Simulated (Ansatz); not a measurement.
**Molecular dynamics of AlGeH$_{3}$OF$_{4}$ (part 5 of 5)**

Continued. System: AlGeH$_{3}$OF$_{4}$. Method: RKS PBE-D4/def2-SVP (Ansatz 0.2.0). It belongs to a series of runs on one base structure; here: dynamics from the highest image of the converged band.

Geometry of the input (Å):
```
Ge -0.3374  -0.0500  -0.2318
F  -0.2401  0.7177  2.0922
F  0.9814  -1.0384  0.2753
F  0.1213  1.5890  -0.5085
F  -0.7417  -0.6394  -1.8292
O  -1.8893  -0.2902  0.5945
Al -3.2555  -1.2303  -0.0225
H  -2.9656  -2.6323  -0.7055
H  -4.6671  -0.5880  0.3192
H  -1.1446  0.4236  1.9490
```

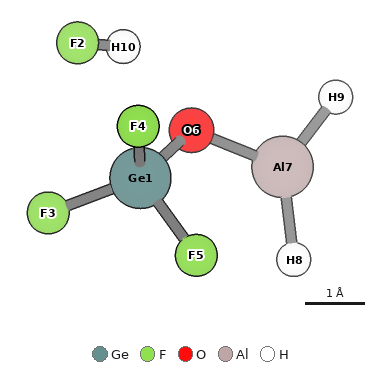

The geometry at step 173 of the log (ball-and-stick view, seen at a tilt; atoms are numbered from 1 in the order of the input).

### Trajectory as extended XYZ, continued
```
10
Properties=species:S:1:pos:R:3:forces:R:3 step=145 time_fs=72.5 energy=-76039.08432 temperature=113.7
Ge   -0.3560   -0.1139   -0.2380    1.4622   0.7725  -0.8272
F    -0.2350    0.8595    2.2007   -1.3789  -0.7453  -0.7338
F     1.0633   -1.0084    0.2268   -0.5354   0.2263  -0.0672
F     0.0030    1.5849   -0.4826   -0.1910  -0.7873   0.0777
F    -0.7216   -0.6671   -1.8777   -0.0199   0.1500   0.7129
O    -1.8239   -0.3780    0.6906   -0.0796  -0.0566  -0.1284
Al   -3.2330   -1.1153   -0.0775   -0.7101  -0.7347  -0.2945
H    -3.1264   -2.2746   -1.2211    0.1466   0.4418   0.3989
H    -4.6266   -0.7150    0.5810    0.1207   0.1280   0.0322
H    -1.1044    0.4774    1.8886    1.1854   0.6053   0.8295
10
Properties=species:S:1:pos:R:3:forces:R:3 step=148 time_fs=74.0 energy=-76039.10445 temperature=132.8
Ge   -0.3577   -0.1168   -0.2393    1.5653   0.8925  -0.6694
F    -0.2366    0.8582    2.2004   -0.8950  -0.5216  -0.5574
F     1.0656   -1.0025    0.2286   -0.5268   0.2016  -0.0637
F     0.0039    1.5817   -0.4861   -0.1972  -0.7793   0.1007
F    -0.7173   -0.6589   -1.8723   -0.0774   0.0383   0.4648
O    -1.8212   -0.3797    0.6905   -0.1719  -0.1007  -0.1423
Al   -3.2346   -1.1139   -0.0765   -0.7544  -0.7055  -0.2370
H    -3.1313   -2.2781   -1.2200    0.1426   0.4691   0.4189
H    -4.6307   -0.7042    0.5898    0.2047   0.0951  -0.0187
H    -1.0903    0.4847    1.8883    0.7103   0.4105   0.7042
10
Properties=species:S:1:pos:R:3:forces:R:3 step=151 time_fs=75.5 energy=-76039.12600 temperature=153.2
Ge   -0.3588   -0.1194   -0.2409    1.5604   0.9689  -0.4734
F    -0.2391    0.8563    2.1995    0.4572   0.0805  -0.0407
F     1.0672   -0.9962    0.2304   -0.4921   0.1709  -0.0501
F     0.0046    1.5776   -0.4895   -0.1878  -0.7335   0.1248
F    -0.7131   -0.6506   -1.8663   -0.1309  -0.0797   0.1787
O    -1.8188   -0.3815    0.6901   -0.2447  -0.1503  -0.1846
Al   -3.2368   -1.1131   -0.0757   -0.7269  -0.5648  -0.0860
H    -3.1331   -2.2716   -1.2100    0.1383   0.3862   0.3328
H    -4.6304   -0.6914    0.5982    0.2410   0.0687  -0.0524
H    -1.0623    0.5003    1.9026   -0.6144  -0.1470   0.2509
10
Properties=species:S:1:pos:R:3:forces:R:3 step=153 time_fs=76.5 energy=-76039.11558 temperature=143.7
Ge   -0.3593   -0.1210   -0.2420    1.5397   1.0179  -0.3081
F    -0.2405    0.8551    2.1989    1.4133   0.4961   0.3097
F     1.0680   -0.9920    0.2315   -0.4589   0.1440  -0.0394
F     0.0050    1.5744   -0.4916   -0.1774  -0.6852   0.1359
F    -0.7104   -0.6452   -1.8622   -0.1686  -0.1615  -0.0249
O    -1.8174   -0.3828    0.6898   -0.2895  -0.1785  -0.2057
Al   -3.2386   -1.1129   -0.0752   -0.6811  -0.4218   0.0543
H    -3.1326   -2.2626   -1.1993    0.1374   0.2747   0.2217
H    -4.6274   -0.6820    0.6033    0.2349   0.0572  -0.0624
H    -1.0491    0.5098    1.9158   -1.5497  -0.5428  -0.0811
10
Properties=species:S:1:pos:R:3:forces:R:3 step=156 time_fs=78.0 energy=-76039.12891 temperature=156.5
Ge   -0.3597   -0.1231   -0.2438    1.5356   1.1132   0.0004
F    -0.2414    0.8538    2.1982    1.4623   0.5179   0.3227
F     1.0688   -0.9855    0.2331   -0.4003   0.0902  -0.0259
F     0.0054    1.5690   -0.4948   -0.1614  -0.5909   0.1385
F    -0.7065   -0.6372   -1.8561   -0.2328  -0.2876  -0.3358
O    -1.8156   -0.3850    0.6890   -0.3643  -0.2090  -0.2066
Al   -3.2418   -1.1127   -0.0745   -0.5925  -0.1619   0.2975
H    -3.1295   -2.2446   -1.1796    0.1406   0.0439  -0.0055
H    -4.6187   -0.6669    0.6098    0.1825   0.0503  -0.0578
H    -1.0573    0.5141    1.9340   -1.5696  -0.5662  -0.1274
10
Properties=species:S:1:pos:R:3:forces:R:3 step=159 time_fs=79.5 energy=-76039.15829 temperature=184.2
Ge   -0.3597   -0.1249   -0.2455    1.5534   1.2232   0.3589
F    -0.2407    0.8529    2.1978   -0.0572  -0.0958  -0.1311
F     1.0691   -0.9789    0.2348   -0.3317   0.0225  -0.0145
F     0.0056    1.5629   -0.4977   -0.1447  -0.4709   0.1262
F    -0.7028   -0.6295   -1.8504   -0.3027  -0.4127  -0.6396
O    -1.8142   -0.3875    0.6879   -0.4433  -0.2244  -0.1723
Al   -3.2454   -1.1127   -0.0735   -0.4863   0.1029   0.5324
H    -3.1233   -2.2257   -1.1601    0.1458  -0.2132  -0.2556
H    -4.6062   -0.6507    0.6150    0.0874   0.0545  -0.0332
H    -1.0966    0.5073    1.9502   -0.0207   0.0138   0.2288
10
Properties=species:S:1:pos:R:3:forces:R:3 step=162 time_fs=81.0 energy=-76039.12609 temperature=153.8
Ge   -0.3591   -0.1263   -0.2472    1.5173   1.2968   0.7101
F    -0.2400    0.8520    2.1974   -1.2896  -0.5614  -0.4042
F     1.0691   -0.9723    0.2364   -0.2481  -0.0513   0.0024
F     0.0056    1.5563   -0.5006   -0.1199  -0.3219   0.1105
F    -0.6995   -0.6222   -1.8454   -0.3656  -0.5281  -0.9245
O    -1.8135   -0.3902    0.6866   -0.4982  -0.2290  -0.1341
Al   -3.2494   -1.1126   -0.0721   -0.3513   0.2981   0.6884
H    -3.1139   -2.2114   -1.1461    0.1408  -0.4110  -0.4445
H    -4.5919   -0.6333    0.6196   -0.0316   0.0641   0.0018
H    -1.1370    0.5005    1.9709    1.2463   0.4438   0.3940
10
Properties=species:S:1:pos:R:3:forces:R:3 step=164 time_fs=82.0 energy=-76039.10835 temperature=137.0
Ge   -0.3585   -0.1271   -0.2481    1.4302   1.3013   0.9098
F    -0.2403    0.8511    2.1968   -1.5563  -0.6448  -0.4084
F     1.0689   -0.9679    0.2374   -0.1820  -0.1001   0.0203
F     0.0056    1.5517   -0.5024   -0.0961  -0.2054   0.1033
F    -0.6975   -0.6178   -1.8427   -0.3973  -0.5952  -1.0973
O    -1.8134   -0.3923    0.6857   -0.5076  -0.2314  -0.1288
Al   -3.2522   -1.1125   -0.0708   -0.2423   0.3536   0.7152
H    -3.1060   -2.2064   -1.1417    0.1241  -0.4668  -0.4938
H    -4.5825   -0.6209    0.6226   -0.1109   0.0692   0.0241
H    -1.1507    0.5006    1.9892    1.5381   0.5197   0.3557
10
Properties=species:S:1:pos:R:3:forces:R:3 step=167 time_fs=83.5 energy=-76039.12911 temperature=156.6
Ge   -0.3573   -0.1278   -0.2494    1.2000   1.2316   1.1328
F    -0.2422    0.8491    2.1956   -1.0446  -0.4245  -0.2150
F     1.0684   -0.9614    0.2391   -0.0691  -0.1699   0.0577
F     0.0054    1.5446   -0.5050   -0.0494  -0.0078   0.0992
F    -0.6949   -0.6116   -1.8396   -0.4251  -0.6762  -1.3172
O    -1.8138   -0.3956    0.6841   -0.4737  -0.2360  -0.1618
Al   -3.2566   -1.1120   -0.0685   -0.0652   0.3060   0.6245
H    -3.0920   -2.2072   -1.1440    0.0718  -0.4086  -0.4252
H    -4.5707   -0.6011    0.6276   -0.2061   0.0667   0.0441
H    -1.1446    0.5098    2.0227    1.0616   0.3187   0.1609
10
Properties=species:S:1:pos:R:3:forces:R:3 step=170 time_fs=85.0 energy=-76039.14184 temperature=168.4
Ge   -0.3557   -0.1282   -0.2503    0.8974   1.0949   1.2666
F    -0.2451    0.8466    2.1941    0.5352   0.1763   0.1031
F     1.0679   -0.9551    0.2408    0.0522  -0.2369   0.1025
F     0.0052    1.5374   -0.5075    0.0047   0.2083   0.0987
F    -0.6928   -0.6062   -1.8381   -0.4324  -0.7313  -1.4706
O    -1.8149   -0.3992    0.6822   -0.3960  -0.2337  -0.2155
Al   -3.2611   -1.1112   -0.0656    0.0873   0.1400   0.4189
H    -3.0766   -2.2166   -1.1551   -0.0083  -0.2149  -0.2199
H    -4.5632   -0.5800    0.6335   -0.2490   0.0446   0.0374
H    -1.1175    0.5252    2.0595   -0.4910  -0.2473  -0.1212
10
Properties=species:S:1:pos:R:3:forces:R:3 step=173 time_fs=86.5 energy=-76039.10384 temperature=132.7
Ge   -0.3538   -0.1283   -0.2508    0.6025   0.9399   1.3375
F    -0.2475    0.8443    2.1928    1.9056   0.6773   0.2707
F     1.0674   -0.9491    0.2426    0.1696  -0.3049   0.1452
F     0.0049    1.5306   -0.5099    0.0567   0.4287   0.0920
F    -0.6912   -0.6017   -1.8382   -0.4272  -0.7608  -1.5387
O    -1.8164   -0.4031    0.6801   -0.3090  -0.2176  -0.2455
Al   -3.2655   -1.1104   -0.0625    0.1677  -0.0617   0.1812
H    -3.0613   -2.2306   -1.1710   -0.0986   0.0283   0.0365
H    -4.5610   -0.5579    0.6401   -0.2281   0.0000   0.0015
H    -1.1008    0.5354    2.0938   -1.8390  -0.7292  -0.2803
10
Properties=species:S:1:pos:R:3:forces:R:3 step=175 time_fs=87.5 energy=-76039.10647 temperature=134.8
Ge   -0.3524   -0.1282   -0.2510    0.4359   0.8437   1.3607
F    -0.2479    0.8432    2.1921    1.5625   0.5525   0.2083
F     1.0672   -0.9452    0.2439    0.2410  -0.3515   0.1686
F     0.0048    1.5262   -0.5114    0.0867   0.5716   0.0811
F    -0.6904   -0.5991   -1.8392   -0.4195  -0.7670  -1.5323
O    -1.8177   -0.4059    0.6785   -0.2601  -0.2005  -0.2421
Al   -3.2683   -1.1098   -0.0603    0.1719  -0.1782   0.0411
H    -3.0521   -2.2399   -1.1814   -0.1546   0.1759   0.1935
H    -4.5622   -0.5431    0.6446   -0.1838  -0.0398  -0.0346
H    -1.1096    0.5342    2.1136   -1.4799  -0.6066  -0.2443
10
Properties=species:S:1:pos:R:3:forces:R:3 step=178 time_fs=89.0 energy=-76039.11291 temperature=140.4
Ge   -0.3503   -0.1279   -0.2508    0.2204   0.7053   1.3509
F    -0.2474    0.8420    2.1911   -0.2039  -0.0753   0.0720
F     1.0671   -0.9398    0.2460    0.3357  -0.4198   0.1962
F     0.0047    1.5203   -0.5137    0.1251   0.7733   0.0584
F    -0.6896   -0.5960   -1.8423   -0.3996  -0.7563  -1.4481
O    -1.8200   -0.4102    0.6759   -0.1949  -0.1666  -0.2086
Al   -3.2725   -1.1091   -0.0569    0.1197  -0.2921  -0.1097
H    -3.0413   -2.2504   -1.1933   -0.2222   0.3352   0.3671
H    -4.5672   -0.5217    0.6506   -0.0916  -0.1063  -0.0957
H    -1.1451    0.5230    2.1391    0.3114   0.0025  -0.1823
10
Properties=species:S:1:pos:R:3:forces:R:3 step=181 time_fs=90.5 energy=-76039.07122 temperature=101.0
Ge   -0.3481   -0.1273   -0.2503    0.0023   0.5474   1.2594
F    -0.2470    0.8407    2.1903   -1.4132  -0.5030   0.0474
F     1.0673   -0.9349    0.2483    0.4165  -0.4779   0.2195
F     0.0048    1.5152   -0.5158    0.1593   0.9544   0.0377
F    -0.6893   -0.5938   -1.8469   -0.3637  -0.7217  -1.2875
O    -1.8225   -0.4149    0.6730   -0.1123  -0.1244  -0.1701
Al   -3.2766   -1.1087   -0.0537    0.0350  -0.3169  -0.1752
H    -3.0353   -2.2538   -1.1974   -0.2649   0.3973   0.4429
H    -4.5742   -0.5027    0.6546    0.0025  -0.1685  -0.1503
H    -1.1750    0.5114    2.1604    1.5385   0.4134  -0.2238
10
Properties=species:S:1:pos:R:3:forces:R:3 step=184 time_fs=92.0 energy=-76039.07322 temperature=102.9
Ge   -0.3458   -0.1265   -0.2494   -0.2463   0.3542   1.0700
F    -0.2481    0.8389    2.1895   -1.3605  -0.4892   0.0778
F     1.0681   -0.9305    0.2509    0.4822  -0.5188   0.2418
F     0.0050    1.5113   -0.5180    0.1910   1.1068   0.0272
F    -0.6893   -0.5923   -1.8531   -0.3087  -0.6654  -1.0682
O    -1.8251   -0.4196    0.6698    0.0079  -0.0775  -0.1564
Al   -3.2807   -1.1084   -0.0506   -0.0449  -0.2532  -0.1555
H    -3.0349   -2.2488   -1.1922   -0.2801   0.3544   0.4127
H    -4.5812   -0.4872    0.6554    0.0708  -0.2134  -0.1846
H    -1.1739    0.5080    2.1769    1.4885   0.4020  -0.2647
10
Properties=species:S:1:pos:R:3:forces:R:3 step=186 time_fs=93.0 energy=-76039.10196 temperature=130.0
Ge   -0.3444   -0.1260   -0.2486   -0.4211   0.2132   0.8969
F    -0.2498    0.8374    2.1891   -0.6007  -0.2220   0.0933
F     1.0689   -0.9280    0.2528    0.5152  -0.5352   0.2553
F     0.0053    1.5093   -0.5194    0.2097   1.1873   0.0265
F    -0.6896   -0.5918   -1.8579   -0.2632  -0.6184  -0.8980
O    -1.8269   -0.4229    0.6676    0.1060  -0.0441  -0.1605
Al   -3.2834   -1.1084   -0.0486   -0.0868  -0.1672  -0.1001
H    -3.0380   -2.2412   -1.1837   -0.2746   0.2691   0.3350
H    -4.5851   -0.4794    0.6537    0.0934  -0.2288  -0.1915
H    -1.1553    0.5106    2.1848    0.7221   0.1463  -0.2570
10
Properties=species:S:1:pos:R:3:forces:R:3 step=189 time_fs=94.5 energy=-76039.10488 temperature=132.9
Ge   -0.3424   -0.1251   -0.2472   -0.6564   0.0147   0.6009
F    -0.2525    0.8349    2.1884    1.2686   0.4569   0.0860
F     1.0706   -0.9246    0.2559    0.5428  -0.5452   0.2684
F     0.0059    1.5075   -0.5214    0.2296   1.2673   0.0312
F    -0.6902   -0.5916   -1.8659   -0.1894  -0.5389  -0.6169
O    -1.8294   -0.4278    0.6640    0.2562   0.0090  -0.1638
Al   -3.2875   -1.1085   -0.0456   -0.1324   0.0091   0.0307
H    -3.0475   -2.2253   -1.1654   -0.2437   0.0681   0.1439
H    -4.5893   -0.4718    0.6478    0.0878  -0.2263  -0.1748
H    -1.1185    0.5157    2.1922   -1.1632  -0.5147  -0.2055
10
Properties=species:S:1:pos:R:3:forces:R:3 step=192 time_fs=96.0 energy=-76039.09171 temperature=120.9
Ge   -0.3405   -0.1242   -0.2456   -0.8015  -0.1241   0.3112
F    -0.2540    0.8330    2.1879    1.9951   0.7384   0.0651
F     1.0729   -0.9218    0.2592    0.5374  -0.5420   0.2659
F     0.0068    1.5072   -0.5235    0.2335   1.2900   0.0356
F    -0.6910   -0.5921   -1.8746   -0.1186  -0.4554  -0.3168
O    -1.8315   -0.4327    0.6603    0.3722   0.0602  -0.1371
Al   -3.2917   -1.1085   -0.0426   -0.1615   0.2046   0.1821
H    -3.0622   -2.2081   -1.1440   -0.1917  -0.1853  -0.1015
H    -4.5916   -0.4690    0.6382    0.0374  -0.1925  -0.1264
H    -1.1049    0.5103    2.1951   -1.9023  -0.7938  -0.1783
10
Properties=species:S:1:pos:R:3:forces:R:3 step=195 time_fs=97.5 energy=-76039.12851 temperature=155.4
Ge   -0.3389   -0.1234   -0.2439   -0.8303  -0.1834   0.0550
F    -0.2533    0.8318    2.1875    0.4147   0.1350   0.0645
F     1.0759   -0.9197    0.2629    0.4966  -0.5275   0.2448
F     0.0080    1.5083   -0.5255    0.2192   1.2519   0.0376
F    -0.6919   -0.5930   -1.8836   -0.0562  -0.3726  -0.0115
O    -1.8332   -0.4376    0.6563    0.4347   0.1035  -0.0727
Al   -3.2961   -1.1084   -0.0395   -0.1707   0.3544   0.2914
H    -3.0810   -2.1948   -1.1248   -0.1344  -0.4200  -0.3292
H    -4.5933   -0.4703    0.6259   -0.0456  -0.1328  -0.0538
H    -1.1281    0.4893    2.1940   -0.3281  -0.2085  -0.2260
10
Properties=species:S:1:pos:R:3:forces:R:3 step=197 time_fs=98.5 energy=-76039.12229 temperature=149.8
Ge   -0.3380   -0.1228   -0.2428   -0.8004  -0.1906  -0.1066
F    -0.2525    0.8312    2.1872   -0.7596  -0.3384   0.0579
F     1.0781   -0.9186    0.2655    0.4519  -0.5098   0.2232
F     0.0089    1.5098   -0.5268    0.2016   1.1952   0.0411
F    -0.6926   -0.5939   -1.8897   -0.0181  -0.3187   0.1871
O    -1.8340   -0.4407    0.6537    0.4551   0.1280  -0.0186
Al   -3.2991   -1.1082   -0.0373   -0.1609   0.3926   0.3061
H    -3.0952   -2.1907   -1.1157   -0.1031  -0.5210  -0.4258
H    -4.5948   -0.4729    0.6170   -0.1083  -0.0848   0.0008
H    -1.1500    0.4719    2.1907    0.8417   0.2474  -0.2653
10
Properties=species:S:1:pos:R:3:forces:R:3 step=200 time_fs=100.0 energy=-76039.10056 temperature=129.5
Ge   -0.3367   -0.1221   -0.2411   -0.7218  -0.1826  -0.3600
F    -0.2521    0.8298    2.1869   -1.5526  -0.6892   0.0223
F     1.0820   -0.9175    0.2696    0.3642  -0.4679   0.1859
F     0.0104    1.5133   -0.5287    0.1680   1.0706   0.0564
F    -0.6936   -0.5955   -1.8986    0.0380  -0.2399   0.4667
O    -1.8346   -0.4453    0.6496    0.4750   0.1574   0.0511
Al   -3.3037   -1.1076   -0.0338   -0.1229   0.3235   0.2101
H    -3.1183   -2.1939   -1.1096   -0.0765  -0.5377  -0.4372
H    -4.5991   -0.4780    0.6037   -0.1912  -0.0133   0.0776
H    -1.1662    0.4509    2.1809    1.6198   0.5791  -0.2728
```
